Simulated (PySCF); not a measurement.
# Two runs on C₄H₉NSi

System: C₄H₉NSi (Si(CN)Me3).
Method of run 1: GIAO PBE0/pcSseg-1 NMR shielding, non-relativistic, gas phase (PySCF 2.14.0).

The geometry comes from this level: PBE0-D3(BJ)/def2-SVP. Text and figures count atoms from 1; the logs count them from 0 in places.

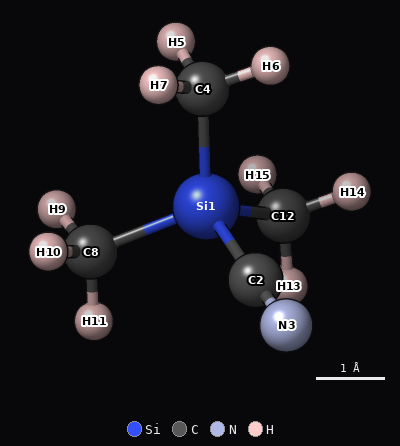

Fig. 1: The input geometry (ball-and-stick view, seen at a tilt; atoms are numbered from 1 in the order of the input). Bond lengths as drawn: C–H 1.10 Å, C–N 1.16 Å and C–Si 1.87 to 1.88 Å.

**Input, run 1**
```
{"job": {"kind": "nmr", "xc": "PBE0", "basis": "pcSseg-1"}, "charge": 0, "multiplicity": 1}
Si    -0.003487    -0.004211     0.174533
C     -0.010262    -0.006571     2.050974
N     -0.014165    -0.012709     3.211062
C      1.790681    -0.012540    -0.356892
H      1.863603    -0.043609    -1.455739
H      2.317567    -0.890160     0.046754
H      2.312335     0.890806    -0.005975
C     -0.890589     1.552977    -0.365563
H     -0.885486     1.633183    -1.464046
H     -0.399671     2.448710     0.044211
H     -1.937586     1.550440    -0.026479
C     -0.903807    -1.554045    -0.365284
H     -1.934472    -1.566437     0.020385
H     -0.389650    -2.455447     0.000844
H     -0.947779    -1.606497    -1.464796
```

The first line tells a small driver script what to run in PySCF; the rest is the geometry in Å.

Command:
```bash
OMP_NUM_THREADS=1 python <driver script> task.json out
```

Hardware: 1 CPU thread, shared host.

**Output (run 1)**
```
coarse grid: 12616 points
cycle   1  E = -501.5935419451  dE =  2.578e-01  |g| = 5.489e-01  |ddm| = 3.369e+00
cycle   2  E = -501.5134202516  dE =  8.012e-02  |g| = 8.183e-01  |ddm| = 9.110e-01
cycle   3  E = -501.6550900492  dE = -1.417e-01  |g| = 2.595e-01  |ddm| = 5.736e-01
cycle   4  E = -501.6697849949  dE = -1.469e-02  |g| = 3.169e-02  |ddm| = 1.569e-01
cycle   5  E = -501.6700010837  dE = -2.161e-04  |g| = 9.697e-03  |ddm| = 3.186e-02
cycle   6  E = -501.6700268330  dE = -2.575e-05  |g| = 5.710e-04  |ddm| = 9.819e-03
cycle   7  E = -501.6700269111  dE = -7.809e-08  |g| = 2.037e-04  |ddm| = 8.493e-04
final grid: 116104 points
cycle   8  E = -501.7039267140  dE = -2.111e-05  |g| = 7.336e-03  |ddm| = 2.067e-02
cycle   9  E = -501.7039234924  dE =  3.222e-06  |g| = 8.304e-03  |ddm| = 1.144e-02
cycle  10  E = -501.7039397865  dE = -1.629e-05  |g| = 1.576e-03  |ddm| = 5.903e-03
cycle  11  E = -501.7039403031  dE = -5.166e-07  |g| = 3.859e-04  |ddm| = 1.004e-03
cycle  12  E = -501.7039403344  dE = -3.140e-08  |g| = 7.427e-05  |ddm| = 2.945e-04
cycle  13  E = -501.7039403359  dE = -1.412e-09  |g| = 1.143e-05  |ddm| = 7.659e-05
cycle  14  E = -501.7039403359  dE = -2.001e-11  |g| = 1.760e-06  |ddm| = 1.349e-05
converged SCF energy = -501.7039403359

GIAO shielding tensors (ppm)
atom      isotropic    diamagn.    paramagn.     s11        s22        s33       span
  0 Si     368.210     881.067    -512.857    330.933    386.761    386.936     56.004
  1 C       54.308     263.824    -209.516    -63.787    -63.674    290.384    354.171
  2 N      -98.035     338.422    -436.458   -292.548   -292.232    290.674    583.221
  3 C      185.617     255.219     -69.602    182.979    183.577    190.295      7.316
  4 H       31.217      30.867       0.350     27.109     28.541     38.001     10.892
  5 H       30.868      30.199       0.670     26.602     28.261     37.741     11.139
  6 H       30.877      30.225       0.651     26.604     28.286     37.740     11.136
  7 C      185.613     255.216     -69.602    183.143    183.385    190.313      7.170
  8 H       31.220      30.871       0.349     27.110     28.554     37.997     10.886
  9 H       30.864      30.194       0.670     26.604     28.252     37.735     11.131
 10 H       30.879      30.209       0.670     26.597     28.293     37.749     11.153
 11 C      185.523     255.220     -69.697    182.977    183.403    190.188      7.211
 12 H       30.866      30.189       0.677     26.603     28.256     37.737     11.133
 13 H       30.872      30.209       0.663     26.608     28.290     37.719     11.111
 14 H       31.212      30.856       0.356     27.109     28.538     37.990     10.882
```

For run 2 the input was changed thus:
```diff
-"xc": "PBE0"
+"xc": "B3LYP"
+"pop": false
```

What does this change do to the results?

The total energies belong to different methods, so their difference says nothing on which is more stable or more accurate. The HOMO goes from −9.03 to −8.79 eV. The LUMO goes from 0.15 to −0.07 eV. The dipole moment goes from 4.35 to 4.32 D. Of all shieldings, the largest change is that of Si1, by −13.0 ppm. The functional changes from PBE0 to B3LYP. The number of SCF iterations is the same.

**Output (run 2)**
```
coarse grid: 12616 points
cycle   1  E = -501.9773792357  dE =  2.532e-01  |g| = 6.275e-01  |ddm| = 3.391e+00
cycle   2  E = -501.8540733785  dE =  1.233e-01  |g| = 9.653e-01  |ddm| = 1.093e+00
cycle   3  E = -502.0534127525  dE = -1.993e-01  |g| = 3.246e-01  |ddm| = 7.043e-01
cycle   4  E = -502.0763898438  dE = -2.298e-02  |g| = 3.458e-02  |ddm| = 1.914e-01
cycle   5  E = -502.0766414067  dE = -2.516e-04  |g| = 1.274e-02  |ddm| = 3.854e-02
cycle   6  E = -502.0766858600  dE = -4.445e-05  |g| = 8.080e-04  |ddm| = 1.270e-02
cycle   7  E = -502.0766860049  dE = -1.450e-07  |g| = 2.196e-04  |ddm| = 9.513e-04
final grid: 116104 points
cycle   8  E = -502.1199559293  dE = -1.938e-05  |g| = 5.548e-03  |ddm| = 1.705e-02
cycle   9  E = -502.1199523930  dE =  3.536e-06  |g| = 6.710e-03  |ddm| = 9.289e-03
cycle  10  E = -502.1199635932  dE = -1.120e-05  |g| = 7.059e-04  |ddm| = 5.015e-03
cycle  11  E = -502.1199636680  dE = -7.477e-08  |g| = 4.086e-04  |ddm| = 5.975e-04
cycle  12  E = -502.1199637030  dE = -3.494e-08  |g| = 7.328e-05  |ddm| = 2.559e-04
cycle  13  E = -502.1199637042  dE = -1.231e-09  |g| = 1.231e-05  |ddm| = 6.741e-05
cycle  14  E = -502.1199637042  dE = -2.706e-11  |g| = 1.944e-06  |ddm| = 1.083e-05
converged SCF energy = -502.1199637042

GIAO shielding tensors (ppm)
atom      isotropic    diamagn.    paramagn.     s11        s22        s33       span
  0 Si     355.250     881.094    -525.844    316.433    374.568    374.750     58.318
  1 C       51.236     263.489    -212.254    -68.108    -67.988    289.803    357.911
  2 N     -100.669     339.568    -440.237   -296.380   -296.058    290.431    586.811
  3 C      180.332     253.817     -73.485    177.523    178.021    185.452      7.929
  4 H       31.341      30.994       0.347     27.455     28.786     37.783     10.328
  5 H       30.999      30.313       0.687     26.951     28.521     37.526     10.575
  6 H       31.008      30.341       0.667     26.952     28.545     37.526     10.574
  7 C      180.328     253.812     -73.484    177.677    177.838    185.469      7.792
  8 H       31.344      30.998       0.346     27.456     28.799     37.778     10.322
  9 H       30.995      30.308       0.686     26.952     28.512     37.520     10.568
 10 H       31.010      30.324       0.686     26.944     28.552     37.535     10.591
 11 C      180.233     253.819     -73.585    177.504    177.852    185.343      7.839
 12 H       30.996      30.303       0.693     26.952     28.516     37.521     10.569
 13 H       31.003      30.324       0.679     26.955     28.550     37.504     10.549
 14 H       31.337      30.983       0.353     27.454     28.783     37.772     10.318
```

**The two runs side by side**

| quantity | run 1 | run 2 |
| --- | --- | --- |
| outcome | converged | converged |
| total energy (hartree) | −501.703940 | −502.119964 |
| HOMO (eV) | −9.03 | −8.79 |
| LUMO (eV) | 0.15 | −0.07 |
| dipole moment (D) | 4.35 | 4.32 |
| shielding of Si1 (ppm) | 368.2 | 355.3 |
| shielding of C2 (ppm) | 54.3 | 51.2 |
| shielding of N3 (ppm) | −98.0 | −100.7 |
| shielding of C4 (ppm) | 185.6 | 180.3 |
| shielding of H6 (ppm) | 30.9 | 31.0 |
| shielding of C8 (ppm) | 185.6 | 180.3 |
| shielding of C12 (ppm) | 185.5 | 180.2 |
| SCF iterations | 14 | 14 |
| basis functions | 154 | 154 |
| wall time (shared host) | 16 s | 11 s |
